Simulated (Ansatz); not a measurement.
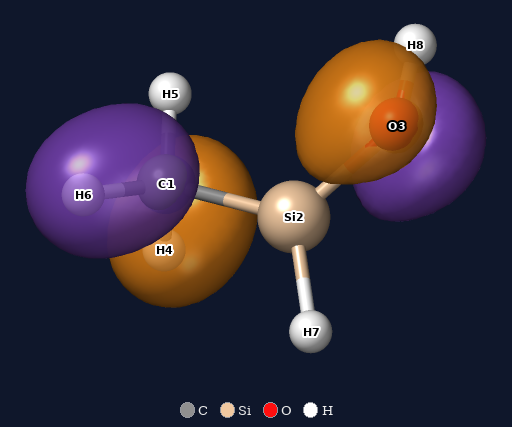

Figure 1: CH5OSi (SMILES C[SiH+]O) (charge +1). The HOMO−1 at ±0.15 Å⁻³ᐟ² (orange and purple are the two phases), seen at a tilt.

Method: RHF/def2-SVP (Ansatz 0.2.0).

Input file:

```
crystal:
  periodic: [false, false, false]
  atoms:
    - { symbol: C, position_ang: [-0.77477, 0.85481, 0.00353] }
    - { symbol: Si, position_ang: [0.71808, -0.21606, -0.32911] }
    - { symbol: O, position_ang: [0.94137, -1.6181, 0.33781] }
    - { symbol: H, position_ang: [-0.53596, 1.91946, -0.02754] }
    - { symbol: H, position_ang: [-1.20961, 0.64254, 0.9859] }
    - { symbol: H, position_ang: [-1.55953, 0.69473, -0.73936] }
    - { symbol: H, position_ang: [1.86623, -0.03009, -1.1807] }
    - { symbol: H, position_ang: [0.55419, -2.24729, 0.94948] }
total_charge: 1
basis:
  gaussian: { orbitals: def2-SVP }
hamiltonian:
  xc: hf
relax:
  f_tol: 0.015
  max_steps: 40
output:
  orbitals: {}
```

Run with:

```sh
ansatz run input.yaml --threads 1 --pin off --max-ram 2048MiB --backend cpu --events-out ev --progress --plain --runs-dir out
```

The fields are those of the relaxed geometry.

Q: Where does this orbital lie, and at what energy?

A: It lies mainly on O3 (about 35 %), C1 (about 25 %), H4 (about 10 %) and H6 (about 10 %). Its energy is −20.92 eV.
